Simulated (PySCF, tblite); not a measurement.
# C5H13Si radical: geometry, infrared bands and EPR parameters

Aim: predict the infrared bands and EPR parameters of C5H13Si radical (`CCC[Si](C)C`).

Computed with tblite 0.8.0 and PySCF 2.14.0, with density-fitted response routines of our own, on a single molecule in the gas phase. Atoms count from 0, in the outputs and in this text.

## 1. The molecule as given

19 atoms, charge 0, multiplicity 2; geometry from: force field or distance geometry start.

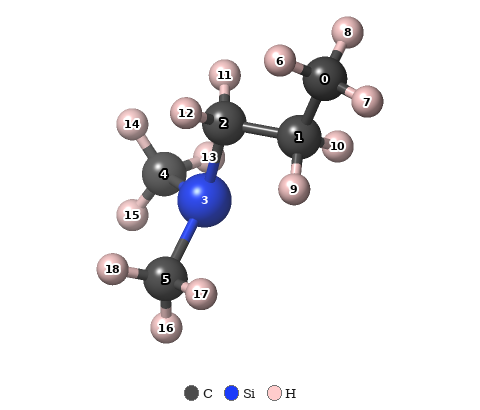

As it starts; carbon dark grey, silicon blue, hydrogen pink, atoms numbered.

## 2. Geometry optimisation with GFN2-xTB

What the job is given:

```
{"job": {"kind": "relax", "xc": "GFN2-xTB", "basis": "xTB"}, "charge": 0, "multiplicity": 2}
C      2.941200    -0.088400    -0.055400
C      1.502900    -0.144600    -0.528600
C      0.520700     0.250100     0.562500
Si    -1.147800     0.110400    -0.231300
C     -2.231600     1.544000     0.121700
C     -1.933700    -1.552600    -0.142700
H      2.986400    -0.428800     0.983700
H      3.538200    -0.755200    -0.706100
H      3.352800     0.955700    -0.126800
H      1.213600    -1.203700    -0.779900
H      1.356400     0.450700    -1.449700
H      0.655500     1.327400     0.810500
H      0.668900    -0.323300     1.485900
H     -1.957200     2.372800    -0.608000
H     -1.995000     1.990000     1.112600
H     -3.311800     1.363000     0.041100
H     -2.812100    -1.648700    -0.828900
H     -1.199200    -2.315700    -0.550200
H     -2.158000    -1.894000     0.882300
```

The run is started by

```console
OMP_NUM_THREADS=1 python probes_run.py task.json out
```

The driver reads the jobs from task.json and runs them one after another.

Output:

```text
step      E/eV     max force
  0    -515.98518    2.707
  1    -516.23846    0.760
  2    -516.29812    0.516
  3    -516.33440    0.539
  4    -516.37542    0.398
  5    -516.39697    0.341
  6    -516.41506    0.261
  7    -516.43045    0.316
  8    -516.44656    0.284
  9    -516.46050    0.298
 10    -516.47138    0.297
 11    -516.48000    0.227
 12    -516.48805    0.233
 13    -516.49622    0.205
 14    -516.50475    0.240
 15    -516.51339    0.205
 16    -516.52258    0.301
 17    -516.53243    0.335
 18    -516.54138    0.230
 19    -516.54804    0.179
 20    -516.55285    0.138
 21    -516.55740    0.170
 22    -516.56281    0.180
 23    -516.56904    0.185
 24    -516.57544    0.222
 25    -516.58162    0.207
 26    -516.58716    0.211
 27    -516.59167    0.178
 28    -516.59540    0.146
 29    -516.59816    0.146
 30    -516.59975    0.077
 31    -516.60053    0.063
 32    -516.60102    0.072
 33    -516.60155    0.074
 34    -516.60219    0.072
 35    -516.60295    0.060
 36    -516.60378    0.071
 37    -516.60459    0.087
 38    -516.60532    0.080
 39    -516.60601    0.060
 40    -516.60674    0.063
 41    -516.60754    0.062
 42    -516.60844    0.074
 43    -516.60949    0.077
 44    -516.61069    0.086
 45    -516.61195    0.102
 46    -516.61299    0.089
 47    -516.61361    0.053
 48    -516.61393    0.038
 49    -516.61415    0.044
 50    -516.61434    0.048
 51    -516.61452    0.036
 52    -516.61469    0.038
 53    -516.61484    0.033
 54    -516.61497    0.034
 55    -516.61512    0.035
 56    -516.61530    0.032
 57    -516.61554    0.044
 58    -516.61583    0.038
 59    -516.61618    0.049
 60    -516.61659    0.046
 61    -516.61712    0.048
 62    -516.61772    0.054
 63    -516.61831    0.054
 64    -516.61885    0.058
 65    -516.61942    0.049
 66    -516.62001    0.047
 67    -516.62056    0.056
 68    -516.62088    0.059
 69    -516.62128    0.054
 70    -516.62164    0.047
 71    -516.62232    0.052
 72    -516.62273    0.060
 73    -516.62317    0.055
 74    -516.62355    0.053
 75    -516.62406    0.050
 76    -516.62455    0.062
 77    -516.62501    0.063
 78    -516.62543    0.050
 79    -516.62585    0.053
 80    -516.62605    0.101
 81    -516.62659    0.060
 82    -516.62686    0.041
 83    -516.62704    0.023
 84    -516.62711    0.018
 85    -516.62718    0.017
 86    -516.62723    0.017
 87    -516.62728    0.016
 88    -516.62736    0.021
 89    -516.62748    0.031
 90    -516.62766    0.040
 91    -516.62788    0.035
 92    -516.62811    0.037
 93    -516.62832    0.037
 94    -516.62853    0.035
 95    -516.62873    0.042
 96    -516.62893    0.031
 97    -516.62914    0.031
 98    -516.62941    0.028
 99    -516.62963    0.026
100    -516.62977    0.033
101    -516.62984    0.018
102    -516.62988    0.022
103    -516.62992    0.018
104    -516.62995    0.014
105    -516.62998    0.020
106    -516.63004    0.023
107    -516.63012    0.019
108    -516.63024    0.024
109    -516.63037    0.025
110    -516.63047    0.020
111    -516.63053    0.017
112    -516.63060    0.016
113    -516.63070    0.020
114    -516.63084    0.028
115    -516.63101    0.035
116    -516.63120    0.037
117    -516.63143    0.042
118    -516.63171    0.047
119    -516.63203    0.049
120    -516.63237    0.051
121    -516.63274    0.045
122    -516.63313    0.054
123    -516.63362    0.066
124    -516.63410    0.059
125    -516.63468    0.050
126    -516.63509    0.051
127    -516.63539    0.034
128    -516.63550    0.047
129    -516.63566    0.021
130    -516.63575    0.024
131    -516.63586    0.015
132    -516.63590    0.012
133    -516.63591    0.012
134    -516.63593    0.013
135    -516.63595    0.009
```

It took 0.78 s on 1 thread of Arm Neoverse V2, shared host.

Relaxation path: (not every step is listed)

```
step  energy from step 0 (eV)  largest force (eV/Å)
   0                   0.0000                2.7066
   1                  -0.2533                0.7603
   2                  -0.3129                0.5163
   3                  -0.3492                0.5390
   4                  -0.3902                0.3981
   5                  -0.4118                0.3414
   6                  -0.4299                0.2605
   7                  -0.4453                0.3160
   8                  -0.4614                0.2839
  20                  -0.5677                0.1382
  32                  -0.6158                0.0716
  44                  -0.6255                0.0864
  56                  -0.6301                0.0318
  68                  -0.6357                0.0586
  80                  -0.6409                0.1007
  92                  -0.6429                0.0371
 104                  -0.6448                0.0144
 116                  -0.6460                0.0365
 128                  -0.6503                0.0468
 130                  -0.6506                0.0244
 131                  -0.6507                0.0151
 132                  -0.6507                0.0120
 133                  -0.6507                0.0119
 134                  -0.6508                0.0125
 135                  -0.6508                0.0087
```

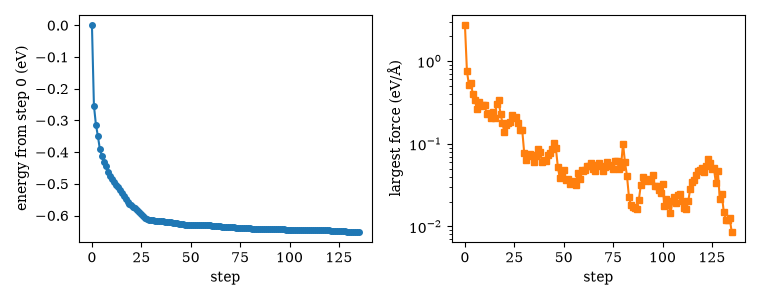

Energy and largest force along the relaxation.

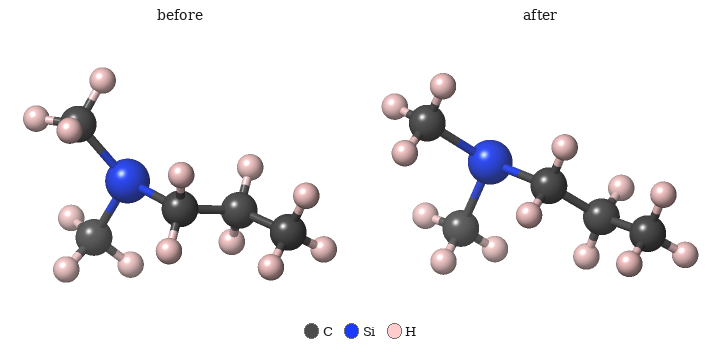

Before and after, at one scale.

Close pairs (by a distance rule), those that changed most:

```csv
bond,before (Å),after (Å),change (Å)
Si3–C4,1.832,1.908,+0.077
Si3–C5,1.841,1.909,+0.067
C2–Si3,1.853,1.914,+0.061
C4–H13,1.138,1.085,-0.052
C5–H17,1.135,1.086,-0.049
C0–H8,1.125,1.088,-0.036
C1–H9,1.126,1.092,-0.034
C5–H16,1.119,1.086,-0.033
```

The final coordinates are the input of the step that follows.

## 3. Vibrational analysis with GFN2-xTB

What the job is given:

```
{"job": {"kind": "ir", "xc": "GFN2-xTB", "basis": "xTB"}, "charge": 0, "multiplicity": 2}
C      2.972077    -0.170983     0.050529
C      1.567929    -0.397084    -0.498935
C      0.546723     0.530106     0.151902
Si    -1.227639     0.310885    -0.530857
C     -2.412246     1.529388     0.336594
C     -1.836027    -1.481947    -0.287153
H      3.000342    -0.369924     1.120440
H      3.688638    -0.826978    -0.439342
H      3.282198     0.859296    -0.114007
H      1.279059    -1.436238    -0.327652
H      1.571343    -0.230998    -1.578536
H      0.870961     1.563448     0.015520
H      0.543229     0.348260     1.231537
H     -2.069844     2.555002     0.241832
H     -2.487997     1.303534     1.399190
H     -3.411847     1.474917    -0.082521
H     -2.865380    -1.596698    -0.613071
H     -1.232891    -2.190094    -0.846833
H     -1.788431    -1.764640     0.763901
```

Output:

```text
mode    cm-1     km/mol
  1      44.8      0.07
  2      80.6      0.06
  3     105.1      0.05
  4     111.0      0.29
  5     117.5      0.02
  6     166.6      2.55
  7     203.2      2.67
  8     235.4      0.05
  9     251.6      4.48
 10     341.9      4.31
 11     653.3      4.70
 12     716.3      7.32
 13     739.5     29.19
 14     751.5     31.81
 15     784.4      0.39
 16     812.6     73.35
 17     828.3     58.68
 18     852.5    121.48
 19     856.3     88.63
 20     953.0      6.03
 21    1011.3     19.35
 22    1077.9      7.21
 23    1118.4     17.61
 24    1229.2      0.47
 25    1243.5      2.33
 26    1285.3      0.16
 27    1350.5      6.88
 28    1361.3      3.53
 29    1368.0      0.64
 30    1415.5      0.91
 31    1479.8      0.15
 32    1483.4      0.02
 33    1486.5      0.26
 34    1491.3      1.09
 35    1496.4      0.75
 36    1501.1      0.76
 37    1505.7      2.59
 38    1507.9      0.79
 39    2921.3     34.59
 40    2964.5     32.03
 41    2975.6     31.14
 42    2981.3     44.15
 43    2985.6     12.80
 44    2991.9     59.34
 45    3022.2     62.37
 46    3024.8     58.43
 47    3030.5     38.07
 48    3042.8     15.67
 49    3045.7     16.11
 50    3047.8     39.64
 51    3049.6     40.72
```

Wall time 0.56 s (1 thread of Arm Neoverse V2, shared host).

The strongest bands and the atoms that carry them (share of the mass-weighted mode):

```csv
cm⁻¹,km/mol,atoms
813,73.3,"H13 16 %, H17 14 %, Si3 12 %"
828,58.7,"H17 20 %, H14 11 %"
852,121.5,"H13 18 %, Si3 13 %, H15 11 %"
856,88.6,"H16 12 %, H15 12 %"
2981,44.1,"H9 55 %, H10 30 %"
2992,59.3,"H14 79 %, H18 13 %"
3022,62.4,"H6 68 %, H8 20 %"
3025,58.4,"H8 43 %, H7 40 %"
```

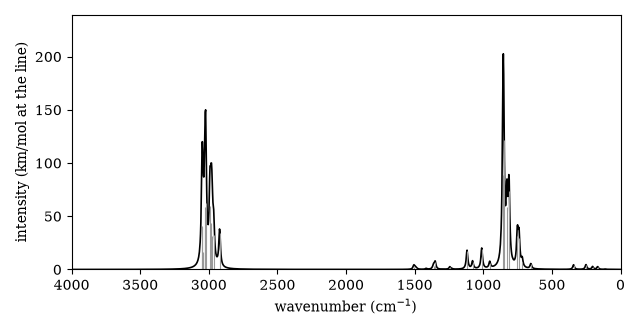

The infrared spectrum from these modes, unscaled. Lines are broadened to a width of 14 cm⁻¹ (Lorentzian).

## 4. g tensor and hyperfine couplings: B3LYP/pcH-1

The job, as its differences from that of step 3:

```diff
@@ -1,2 +1,2 @@
-{"job": {"kind": "ir", "xc": "GFN2-xTB", "basis": "xTB"}, "charge": 0, "multiplicity": 2}
+{"job": {"kind": "epr", "basis": "pcH-1"}, "charge": 0, "multiplicity": 2}
 C      2.972077    -0.170983     0.050529
```

With the program's defaults for keys left out, this is: UKS B3LYP, pcH-1 on C H Si, non-relativistic, mean-field spin-orbit, GIAO.

Output:

```text
UKS, coarse grid
  cycle   1  E = -487.76628808  |g| = 4.56e-01
  cycle   2  E = -487.71421614  |g| = 5.53e-01
  cycle   3  E = -487.87159425  |g| = 2.70e-02
  cycle   4  E = -487.87182632  |g| = 1.77e-02
  cycle   5  E = -487.87197985  |g| = 4.80e-03
  cycle   6  E = -487.87199243  |g| = 1.05e-03
  cycle   7  E = -487.87199253  |g| = 3.65e-04
UKS, final grid
  cycle   1  E = -487.87202894  |g| = 4.12e-04
  cycle   2  E = -487.87202889  |g| = 5.34e-04
  cycle   3  E = -487.87202903  |g| = 4.16e-05
  cycle   4  E = -487.87202903  |g| = 1.37e-05
E = -487.87202903 Eh   <S^2> = 0.7512 (exact 0.7500)
g shifts (ppm)      1          2          3
  rmc          -137       -137       -137
  gc              1         65         65
  oz_so         -59       1533       1843
  total        -195       1461       1771
hyperfine (MHz)  atom isotope    a_iso     a_fc   dipolar eigenvalues
    0   13C      -0.17      -0.17     -0.26     -0.03      0.29
    1   13C       3.67       3.67     -0.78     -0.37      1.15
    2   13C      29.05      29.03     -4.56     -4.35      8.91
    3  29Si    -479.01    -479.96   -165.04     82.40     82.63
    4   13C      30.81      30.78     -4.09     -3.85      7.94
    5   13C      34.78      34.76     -4.34     -4.08      8.43
    6    1H       1.43       1.43     -0.87     -0.57      1.44
    7    1H       0.42       0.42     -0.59     -0.52      1.10
    8    1H       0.03       0.03     -0.84     -0.63      1.48
    9    1H      -0.09      -0.10     -1.97     -1.58      3.55
   10    1H      -0.68      -0.68     -3.16     -1.96      5.12
   11    1H       0.50       0.49     -4.42     -2.45      6.87
   12    1H      45.85      45.85     -4.15      0.14      4.01
   13    1H       0.34       0.34     -4.21     -2.42      6.63
   14    1H      54.68      54.68     -3.87     -0.11      3.98
   15    1H       3.12       3.11     -4.35     -2.57      6.92
   16    1H      -0.38      -0.39     -4.30     -2.41      6.71
   17    1H       3.20       3.19     -4.50     -2.62      7.11
   18    1H      54.49      54.48     -3.97     -0.09      4.07
```

Wall time 91 s (1 thread of Arm Neoverse V2, shared host); peak memory 0.97 GiB.

Principal g values 2.00212, 2.00378, 2.00409; g(iso) = 2.00333, against 2.00232 for a free electron.

Hyperfine couplings; where a row names several nuclei, a(iso) is their mean (it holds for fast rotation or exchange) and the dipolar term the largest among them:

```csv
nuclei,isotope,a(iso) (MHz),"a(iso) (G, at g = 2.0023)",largest dipolar term (MHz)
Si3,29Si,-479.0,-170.9,-165.0
"C4, C5",13C,32.8,11.7,8.4
C2,13C,29.1,10.4,8.9
"H11, H12",1H,23.2,8.3,6.9
"H13, H14, H15, H16, H17, H18",1H,19.2,6.9,7.1
C1,13C,3.7,1.3,1.2
"H6, H7, H8",1H,0.6,0.2,1.5
"H9, H10",1H,-0.4,-0.1,5.1
C0,13C,-0.2,-0.1,0.3
```

Mulliken spin populations:

C0 0.00; C1 0.00; C2 0.01; Si3 0.94; C4 0.00; C5 0.00; H6 0.00; H7 0.00; H8 0.00; H9 0.00; H10 0.00; H11 0.00; H12 0.02; H13 0.00; H14 0.03; H15 0.00; H16 0.00; H17 0.00; H18 0.03

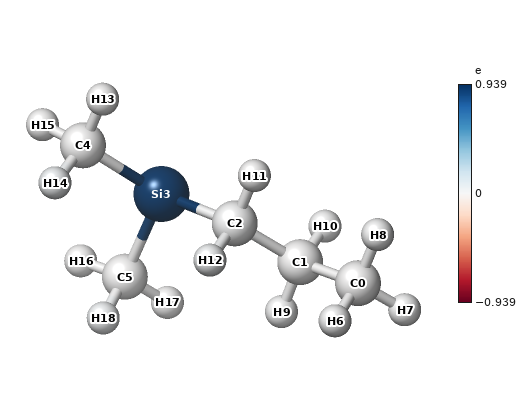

Mulliken spin populations, as colours on the atoms.

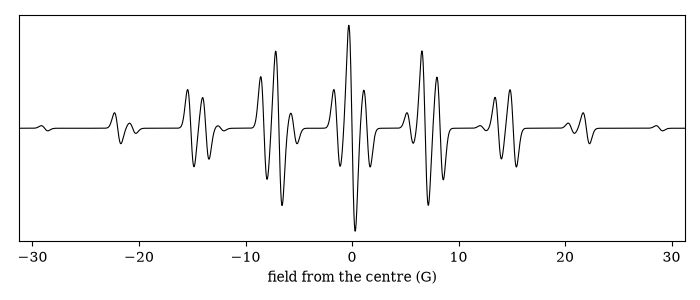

First-order isotropic spectrum (first derivative, main isotopes with spin only, couplings over 0.8 MHz, Gaussian width 0.3 G; couplings of the frozen geometry, rotation of groups not averaged beyond the rows shown).

The fields below are evaluated on a grid from the run's orbitals.

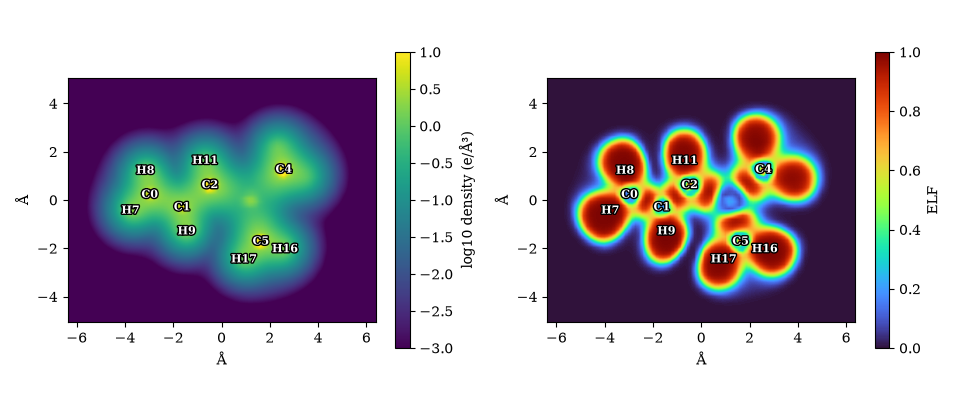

Density (left) and ELF (right) in a plane through or near 11 of the atoms.

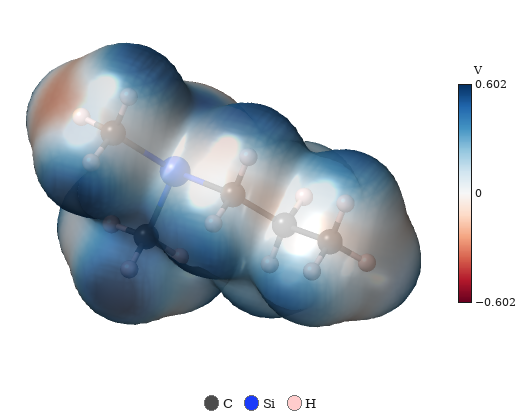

The potential that a unit positive charge feels on the 0.002 e/bohr³ surface, from -0.33 V near Si3 to 0.60 V near H18.

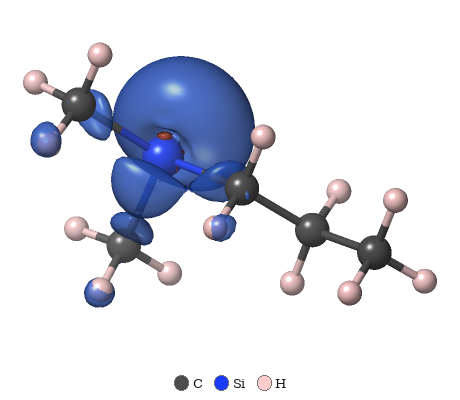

Spin density at ±0.03 e/Å³ (alpha excess blue, beta excess red).

## 5. What came out

```
                                                                  quantity                    value
                                 strongest single infrared mode (GFN2-xTB)     852 cm⁻¹, 121 km/mol
                                              zero-point energy (GFN2-xTB)           104.5 kcal/mol
                                                            g(iso) (B3LYP)                  2.00333
                                                                      ⟨S²⟩       0.751 (exact 0.75)
                                        largest a(iso) (averaged by class)  29Si on Si3, -479.0 MHz
potential on the surface of density 0.002 e/bohr³, 1st and 99th percentile       -0.33 V and 0.60 V
```

What this shows: Relaxing lowered the energy by 0.651 eV in 135 steps; the close pair that moved most is Si3–C4, from 1.832 to 1.908 Å. No mode is imaginary among the 51: a minimum at this level. GFN2-xTB is a fitted tight-binding method: band positions and strengths are rough. Its intensities can rank the bands wrongly. Most of the unpaired spin sits on Si3 (0.94 e). The isotropic g lies 1.0 ppt above the free-electron value. These values are for one conformer; the search (at its own cheap level) found 2 more, at 0.02, 0.19 kcal/mol (those within 0.05 may be mirror or relabelled copies), and measured spectra average over such forms.
